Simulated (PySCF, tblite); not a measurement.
# C₆H₁₀OSSi: geometry, infrared bands and NMR shifts

Wanted: the infrared bands and NMR shifts of C₆H₁₀OSSi (`C#C[C@@H]1C[S@@](=O)[C@H]1[SiH2]C`), by calculation.

Programs: tblite 0.8.0 and PySCF 2.14.0, with density-fitted response routines of our own. Each step states its level of theory. These are calculated values for one molecule in the gas phase, unless marked as measured. Atoms count from 0, in the outputs and in this text.

## 1. Starting geometry

19 atoms, charge 0, multiplicity 1; geometry from: force field or distance geometry start.

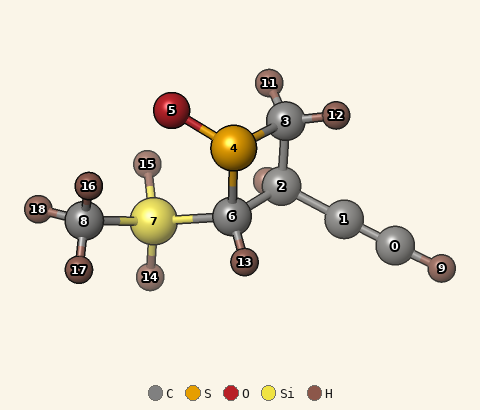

The starting geometry (carbon grey, sulfur amber, oxygen red, silicon yellow, hydrogen brown), atoms numbered; sticks join atoms by distance.

## 2. Optimising the geometry with GFN2-xTB

The job: settings as JSON, then the geometry in Å.

```
{"job": {"kind": "relax", "xc": "GFN2-xTB", "basis": "xTB"}, "charge": 0, "multiplicity": 1}
C     -3.606500     1.066400    -0.419100
C     -2.523800     0.564300    -0.568700
C     -1.194800    -0.079700    -0.727100
C     -1.269300    -1.555400    -0.379400
S     -0.233900    -1.278100     1.052000
O      1.083700    -2.016800     0.897400
C     -0.201600     0.364000     0.290800
Si     1.460000     0.692200    -0.503900
C      2.876700     0.446700     0.674800
H     -4.589100     1.504300    -0.303300
H     -0.861200     0.069500    -1.794400
H     -0.884200    -2.176900    -1.189800
H     -2.329900    -1.782800    -0.043300
H     -0.501400     1.177500     0.982700
H      1.530700     2.028100    -1.107100
H      1.647800    -0.275300    -1.598200
H      2.776600    -0.445300     1.308400
H      2.952100     1.360200     1.288600
H      3.858300     0.346400     0.147400
```

Command:

```
> OMP_NUM_THREADS=1 python probes_run.py task.json out
```

The driver reads the jobs from task.json and runs them one after another.

Output:

```text
step      E/eV     max force
  0    -730.97398    3.406
  1    -731.28304    1.519
  2    -731.31994    3.503
  3    -731.38289    0.784
  4    -731.41130    0.414
  5    -731.43714    0.362
  6    -731.45874    0.365
  7    -731.46816    0.237
  8    -731.47423    0.189
  9    -731.47920    0.193
 10    -731.48350    0.169
 11    -731.48655    0.140
 12    -731.48917    0.133
 13    -731.49199    0.173
 14    -731.49476    0.171
 15    -731.49667    0.106
 16    -731.49785    0.089
 17    -731.49889    0.097
 18    -731.50004    0.139
 19    -731.50121    0.121
 20    -731.50228    0.103
 21    -731.50335    0.111
 22    -731.50456    0.115
 23    -731.50593    0.146
 24    -731.50741    0.119
 25    -731.50898    0.107
 26    -731.51063    0.108
 27    -731.51213    0.106
 28    -731.51333    0.092
 29    -731.51439    0.080
 30    -731.51567    0.101
 31    -731.51746    0.127
 32    -731.51952    0.152
 33    -731.52133    0.105
 34    -731.52287    0.096
 35    -731.52463    0.096
 36    -731.52692    0.156
 37    -731.52945    0.163
 38    -731.53157    0.133
 39    -731.53315    0.121
 40    -731.53444    0.106
 41    -731.53550    0.114
 42    -731.53634    0.084
 43    -731.53712    0.073
 44    -731.53808    0.075
 45    -731.53881    0.090
 46    -731.53964    0.068
 47    -731.54021    0.055
 48    -731.54076    0.066
 49    -731.54139    0.085
 50    -731.54207    0.073
 51    -731.54264    0.054
 52    -731.54305    0.045
 53    -731.54343    0.052
 54    -731.54385    0.061
 55    -731.54430    0.051
 56    -731.54480    0.062
 57    -731.54538    0.060
 58    -731.54611    0.071
 59    -731.54693    0.082
 60    -731.54771    0.060
 61    -731.54837    0.069
 62    -731.54902    0.101
 63    -731.54981    0.096
 64    -731.55085    0.081
 65    -731.55153    0.056
 66    -731.55192    0.037
 67    -731.55216    0.033
 68    -731.55241    0.033
 69    -731.55265    0.034
 70    -731.55284    0.026
 71    -731.55299    0.031
 72    -731.55313    0.032
 73    -731.55331    0.032
 74    -731.55353    0.033
 75    -731.55375    0.041
 76    -731.55390    0.036
 77    -731.55399    0.023
 78    -731.55407    0.019
 79    -731.55415    0.026
 80    -731.55425    0.030
 81    -731.55436    0.023
 82    -731.55445    0.020
 83    -731.55452    0.019
 84    -731.55459    0.026
 85    -731.55471    0.037
 86    -731.55491    0.050
 87    -731.55516    0.054
 88    -731.55538    0.032
 89    -731.55553    0.029
 90    -731.55564    0.027
 91    -731.55577    0.044
 92    -731.55592    0.049
 93    -731.55605    0.030
 94    -731.55612    0.027
 95    -731.55619    0.027
 96    -731.55629    0.032
 97    -731.55643    0.035
 98    -731.55658    0.036
 99    -731.55667    0.023
100    -731.55674    0.019
101    -731.55683    0.033
102    -731.55697    0.041
103    -731.55713    0.046
104    -731.55726    0.028
105    -731.55733    0.018
106    -731.55738    0.053
107    -731.55743    0.023
108    -731.55749    0.019
109    -731.55759    0.017
110    -731.55761    0.012
111    -731.55764    0.016
112    -731.55767    0.016
113    -731.55770    0.017
114    -731.55774    0.013
115    -731.55777    0.012
116    -731.55779    0.014
117    -731.55780    0.010
```

It took 1.1 s on 1 thread of Arm Neoverse V1, shared host.

The steps of the relaxation: (not every step is listed)

| step | energy from step 0 (eV) | largest force (eV/Å) |
| --- | --- | --- |
| 0 | 0.0000 | 3.4059 |
| 1 | -0.3091 | 1.5189 |
| 2 | -0.3460 | 3.5032 |
| 3 | -0.4089 | 0.7836 |
| 4 | -0.4373 | 0.4140 |
| 5 | -0.4632 | 0.3623 |
| 6 | -0.4848 | 0.3652 |
| 7 | -0.4942 | 0.2374 |
| 8 | -0.5003 | 0.1886 |
| 18 | -0.5261 | 0.1387 |
| 28 | -0.5394 | 0.0924 |
| 38 | -0.5576 | 0.1328 |
| 48 | -0.5668 | 0.0662 |
| 58 | -0.5721 | 0.0707 |
| 68 | -0.5784 | 0.0334 |
| 78 | -0.5801 | 0.0187 |
| 88 | -0.5814 | 0.0315 |
| 98 | -0.5826 | 0.0357 |
| 108 | -0.5835 | 0.0194 |
| 112 | -0.5837 | 0.0163 |
| 113 | -0.5837 | 0.0172 |
| 114 | -0.5838 | 0.0127 |
| 115 | -0.5838 | 0.0124 |
| 116 | -0.5838 | 0.0145 |
| 117 | -0.5838 | 0.0100 |

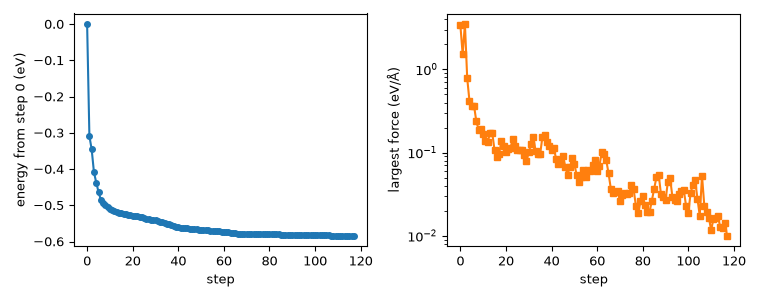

Energy and largest force along the relaxation.

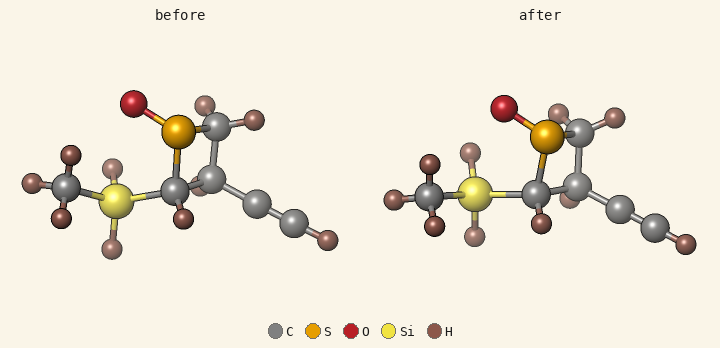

The geometry before (left) and after (right).

Close pairs (by a distance rule), those that changed most:

| bond | before (Å) | after (Å) | change (Å) |
| --- | --- | --- | --- |
| C3–S4 | 1.788 | 1.858 | +0.070 |
| S4–O5 | 1.518 | 1.466 | -0.053 |
| C3–H12 | 1.136 | 1.087 | -0.049 |
| C2–C6 | 1.490 | 1.536 | +0.046 |
| C1–C2 | 1.485 | 1.446 | -0.039 |
| S4–C6 | 1.810 | 1.847 | +0.037 |
| C6–Si7 | 1.871 | 1.907 | +0.036 |
| C8–H18 | 1.119 | 1.085 | -0.034 |

The end geometry stands in the next job.

## 3. Infrared spectrum with GFN2-xTB

The job: settings as JSON, then the geometry in Å.

```
{"job": {"kind": "ir", "xc": "GFN2-xTB", "basis": "xTB"}, "charge": 0, "multiplicity": 1}
C     -3.569432     1.113061    -0.075539
C     -2.542430     0.618222    -0.440678
C     -1.288480     0.016117    -0.836163
C     -1.280277    -1.493491    -0.580620
S     -0.406888    -1.253093     1.041993
O      0.857765    -1.993856     1.024384
C     -0.157357     0.344844     0.148999
Si     1.588482     0.390087    -0.617399
C      2.856555     0.598107     0.766441
H     -4.474438     1.548657     0.226469
H     -1.071311     0.296981    -1.872881
H     -0.631841    -2.041285    -1.257734
H     -2.252927    -1.972381    -0.501925
H     -0.365286     1.201148     0.789889
H      1.561291     1.542844    -1.534608
H      1.808281    -0.814303    -1.418966
H      2.865972    -0.281708     1.402855
H      2.639735     1.463372     1.387577
H      3.852782     0.725928     0.355608
```

Output:

```text
mode    cm-1     km/mol
  1      56.3      1.87
  2      60.6      0.35
  3      98.7      5.63
  4     108.6      3.86
  5     143.9      0.71
  6     150.2      4.49
  7     176.2      5.37
  8     240.4      0.55
  9     296.4     10.51
 10     337.2      7.25
 11     406.6      5.39
 12     443.6      7.29
 13     457.8     16.53
 14     553.0     21.02
 15     554.3      8.82
 16     648.0     26.57
 17     661.9      2.74
 18     669.9    200.64
 19     693.1     30.20
 20     727.6      7.93
 21     778.1     57.02
 22     797.6    201.91
 23     813.3     18.69
 24     827.9     83.09
 25     834.2     20.39
 26     852.5    268.56
 27     923.3     25.99
 28    1027.5     20.56
 29    1042.1      6.04
 30    1059.4     23.96
 31    1092.3     19.68
 32    1126.8    286.58
 33    1148.5     33.40
 34    1177.9     16.90
 35    1202.0      7.94
 36    1303.8      5.00
 37    1363.8     16.98
 38    1425.1      2.94
 39    1469.7      0.56
 40    1477.7      1.06
 41    2191.8    404.44
 42    2277.0    220.47
 43    2287.8     13.41
 44    2908.8     34.40
 45    2978.5     30.38
 46    3024.4     19.14
 47    3027.4     19.93
 48    3038.3     12.36
 49    3046.4      7.92
 50    3051.4     28.29
 51    3398.4      4.81
```

It took 0.96 s on 1 thread of Arm Neoverse V1, shared host.

The strongest bands and the atoms that carry them (share of the mass-weighted mode):

| cm⁻¹ | km/mol | atoms |
| --- | --- | --- |
| 670 | 200.6 | H15 28 %, C3 15 %, S4 13 %, H14 11 % |
| 778 | 57.0 | C8 39 %, Si7 29 %, H17 11 % |
| 798 | 201.9 | H15 39 %, H14 33 % |
| 828 | 83.1 | H17 27 %, H16 20 %, C8 12 % |
| 852 | 268.6 | H18 29 %, Si7 15 %, C8 11 %, C6 10 % |
| 1127 | 286.6 | O5 52 %, S4 29 % |
| 2192 | 404.4 | H14 95 % |
| 2277 | 220.5 | H15 95 % |

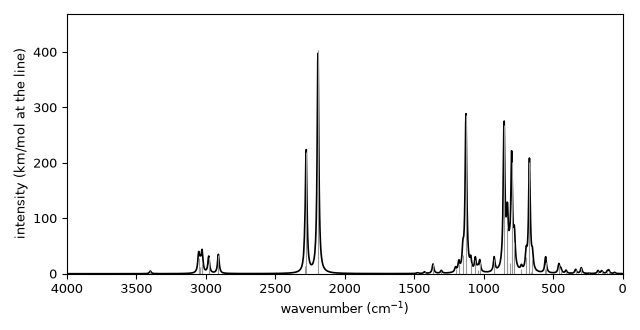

The infrared spectrum from these modes, unscaled. Lines are broadened to a width of 14 cm⁻¹ (Lorentzian).

## 4. Nuclear shieldings: PBE0/pcSseg-1

The job, as its differences from that of step 3:

```diff
@@ -1,2 +1,2 @@
-{"job": {"kind": "ir", "xc": "GFN2-xTB", "basis": "xTB"}, "charge": 0, "multiplicity": 1}
+{"job": {"kind": "nmr", "xc": "PBE0", "basis": "pcSseg-1"}, "charge": 0, "multiplicity": 1}
 C     -3.569432     1.113061    -0.075539
```

Method: GIAO PBE0/pcSseg-1 NMR shielding, non-relativistic, gas phase.

Output:

```text
coarse grid: 17056 points
cycle   1  E = -996.4976482165  dE =  1.477e+00  |g| = 9.341e-01  |ddm| = 4.312e+00
cycle   2  E = -995.6977470807  dE =  7.999e-01  |g| = 2.150e+00  |ddm| = 3.518e+00
cycle   3  E = -996.6491168735  dE = -9.514e-01  |g| = 3.250e-01  |ddm| = 2.992e+00
cycle   4  E = -996.6721799231  dE = -2.306e-02  |g| = 1.229e-01  |ddm| = 4.636e-01
cycle   5  E = -996.6749468112  dE = -2.767e-03  |g| = 6.442e-02  |ddm| = 1.542e-01
cycle   6  E = -996.6759041549  dE = -9.573e-04  |g| = 1.590e-02  |ddm| = 5.529e-02
cycle   7  E = -996.6759622875  dE = -5.813e-05  |g| = 4.717e-03  |ddm| = 1.563e-02
cycle   8  E = -996.6759677414  dE = -5.454e-06  |g| = 9.043e-04  |ddm| = 5.703e-03
final grid: 155848 points
cycle   9  E = -996.7438879819  dE = -2.854e-05  |g| = 1.187e-02  |ddm| = 4.867e-02
cycle  10  E = -996.7438180734  dE =  6.991e-05  |g| = 2.144e-02  |ddm| = 3.319e-02
cycle  11  E = -996.7439174173  dE = -9.934e-05  |g| = 3.726e-03  |ddm| = 2.422e-02
cycle  12  E = -996.7439203505  dE = -2.933e-06  |g| = 4.673e-04  |ddm| = 3.218e-03
cycle  13  E = -996.7439203840  dE = -3.349e-08  |g| = 2.962e-04  |ddm| = 5.630e-04
cycle  14  E = -996.7439204044  dE = -2.045e-08  |g| = 6.661e-05  |ddm| = 2.483e-04
cycle  15  E = -996.7439204054  dE = -9.923e-10  |g| = 1.892e-05  |ddm| = 7.632e-05
converged SCF energy = -996.7439204054

GIAO shielding tensors (ppm)
atom      isotropic    diamagn.    paramagn.     s11        s22        s33       span
  0 C      107.909     258.425    -150.516     40.436     47.819    235.472    195.036
  1 C       93.404     259.956    -166.553    -15.645     -2.171    298.027    313.671
  2 C      166.192     246.874     -80.682    155.703    168.501    174.371     18.668
  3 C      125.091     257.764    -132.674     90.208    115.786    169.277     79.068
  4 S      156.941    1052.412    -895.470    -15.538    115.330    371.032    386.569
  5 O      222.591     398.093    -175.503    -34.162    222.011    479.924    514.086
  6 C      125.075     258.182    -133.107     85.437    121.818    167.971     82.534
  7 Si     394.539     880.959    -486.419    348.926    380.510    454.182    105.256
  8 C      193.173     252.855     -59.681    189.031    192.458    198.031      9.000
  9 H       29.832      34.506      -4.674     24.986     25.064     39.446     14.460
 10 H       28.585      28.967      -0.383     23.124     28.784     33.845     10.722
 11 H       28.518      31.703      -3.184     25.433     27.918     32.204      6.771
 12 H       28.342      30.311      -1.968     25.105     27.523     32.399      7.295
 13 H       28.420      33.519      -5.099     25.039     29.900     30.321      5.282
 14 H       27.579      29.790      -2.211     23.966     26.359     32.413      8.447
 15 H       26.945      30.197      -3.253     23.829     26.213     30.793      6.964
 16 H       30.801      30.701       0.100     24.604     30.524     37.274     12.670
 17 H       31.653      30.625       1.028     26.985     29.402     38.571     11.585
 18 H       31.589      27.486       4.104     26.775     27.852     40.141     13.366
```

Run time: 50 s. Hardware: 1 thread of Arm Neoverse V1, shared host; peak memory 1.1 GiB.

The references, computed at this level on geometries of the same kind, shield at (ppm): ¹H TMS 31.72, ¹³C TMS 186.9, ²⁹Si TMS 349.2, ¹⁷O H2O 336.1, ³³S CS2 504. Their shielding less the atom's gives the shift. The references are single molecules in the gas phase, so shifts against H2O, NH3, PH3, H3PO4 or CFCl3 are not on the usual liquid scales and can be off by tens of ppm. Atoms listed in one row are averaged.

| atoms | environment | σ (ppm) | δ (ppm) | δ scaled to CDCl3 |
| --- | --- | --- | --- | --- |
| C1 | alkyne carbon | 93.4 | 93.5 | 89.4 |
| C0 | terminal alkyne carbon | 107.9 | 79.0 | 75.2 |
| C6 | sp3 CH bonded to S and Si | 125.1 | 61.9 | 54.0 |
| C3 | sp3 CH2 bonded to S | 125.1 | 61.8 | 54.0 |
| C2 | propargylic sp3 CH | 166.2 | 20.7 | 18.3 |
| C8 | methyl carbon bonded to Si | 193.2 | -6.2 | -8.0 |
| H15 | hydrogen on a silicon bonded to 2 C | 26.94 | 4.77 | – |
| H14 | hydrogen on a silicon bonded to 2 C | 27.58 | 4.14 | – |
| H12 | hydrogen on an sp3 CH2 bonded to S | 28.34 | 3.37 | 3.29 |
| H13 | hydrogen on an sp3 CH bonded to S and Si | 28.42 | 3.30 | 3.21 |
| H11 | hydrogen on an sp3 CH2 bonded to S | 28.52 | 3.20 | 3.12 |
| H10 | hydrogen on a propargylic sp3 CH | 28.58 | 3.13 | 3.06 |
| H9 | hydrogen on a terminal alkyne carbon | 29.83 | 1.88 | 1.88 |
| H16, H17, H18 | hydrogen on a methyl carbon bonded to Si | 31.35 | 0.37 | 0.45 |
| S4 | sulfoxide sulfur | 157 | 347 | – |
| O5 | S=O oxygen | 222.6 | 113.5 | – |
| Si7 | silicon bonded to 2 C, 2 H | 394.5 | -45.4 | – |

The scaled column applies a straight-line fit of computed shieldings to shifts measured in CDCl3, with any fitted terms for Cl, Br or S neighbours (root-mean-square error 0.16 ppm for H, 1.9 ppm for C).

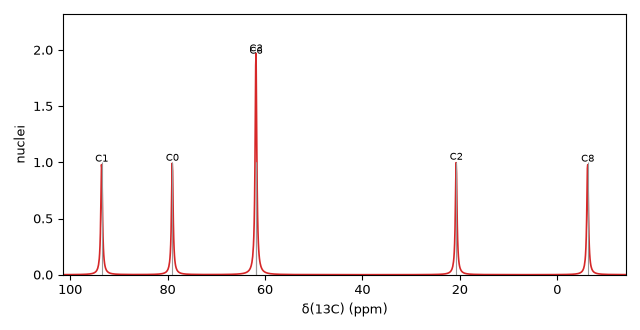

¹³C lines at the computed shifts, without couplings. Lines are broadened to a width of 0.40 ppm (Lorentzian).

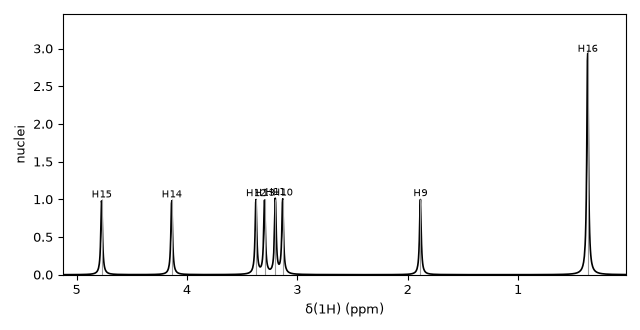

¹H lines at the computed shifts, without couplings. Lines are broadened to a width of 0.02 ppm (Lorentzian).

The run also stored atomic charges by several schemes (e):

| atoms | Mulliken | IAO | Hirshfeld | ESP fit |
| --- | --- | --- | --- | --- |
| C0 | -0.39 | -0.25 | -0.12 | -0.51 |
| C1 | 0.36 | -0.04 | -0.04 | 0.17 |
| C2 | -0.32 | -0.12 | -0.02 | -0.48 |
| C3 | -0.24 | -0.41 | -0.08 | 0.01 |
| S4 | 0.68 | 1.07 | 0.33 | 0.22 |
| O5 | -0.61 | -0.88 | -0.34 | -0.43 |
| C6 | -0.59 | -0.54 | -0.13 | 0.01 |
| Si7 | 0.68 | 0.76 | 0.34 | 0.57 |
| C8 | -0.63 | -0.72 | -0.21 | -0.54 |

Mulliken charges:

C0 -0.39; C1 0.36; C2 -0.32; C3 -0.24; S4 0.68; O5 -0.61; C6 -0.59; Si7 0.68; C8 -0.63; H9 0.04; H10 0.17; H11 0.17; H12 0.17; H13 0.19; H14 -0.07; H15 -0.06; H16 0.17; H17 0.14; H18 0.14

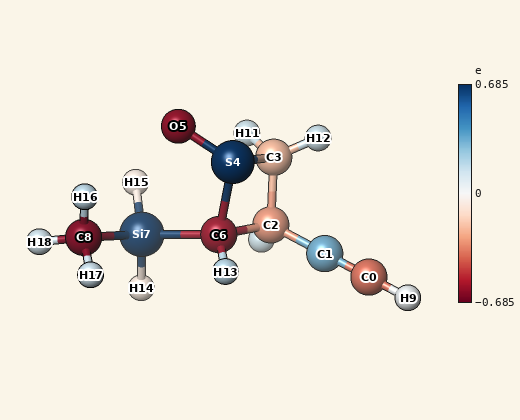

Mulliken charges, as colours on the atoms.

Mayer bond orders: C0–C1 2.51, C1–C2 0.96, C2–C3 0.99, C3–S4 0.88, S4–O5 1.52, S4–C6 0.87, C6–Si7 0.78, Si7–C8 0.98, C6–C2 0.94.

Ring of atoms C2, C3, S4, C6: NICS(0) -1.2, NICS(1) -0.8, NICS(1)zz 2.8 ppm (means of both faces; NICS(1) differs between them: -2.4 and 0.8).

The two faces differ (NICS(1)zz 5.9 and -0.3 ppm).

## 5. Summary of results

```
                                                              quantity                                               value
                             strongest single infrared mode (GFN2-xTB)                               2192 cm⁻¹, 404 km/mol
                                          zero-point energy (GFN2-xTB)                                       86.4 kcal/mol
                                ¹³C shifts against TMS (PBE0/pcSseg-1)              93.5, 79.0, 61.9, 61.8, 20.7, -6.2 ppm
¹H shifts against TMS (PBE0/pcSseg-1, means over atoms taken as alike)  4.77, 4.14, 3.37, 3.30, 3.20, 3.13, 1.88, 0.37 ppm
                                ³³S shifts against CS2 (PBE0/pcSseg-1)                                             347 ppm
                                ¹⁷O shifts against H2O (PBE0/pcSseg-1)                                           113.5 ppm
                               ²⁹Si shifts against TMS (PBE0/pcSseg-1)                                           -45.4 ppm
```

The optimisation took 117 steps and gained 0.584 eV; among the close pairs (by a distance rule), C3–S4 changed most, from 1.788 to 1.858 Å. No mode is imaginary among the 51: a minimum at this level. The strongest single mode, at 2192 cm⁻¹, moves mainly H14. Unscaled tight-binding wavenumbers are off by several per cent, some by more. Its intensities can rank the bands wrongly. At PBE0/pcSseg-1: Shielding is most anisotropic at O5 (span 514 ppm, paramagnetic term -176 ppm).
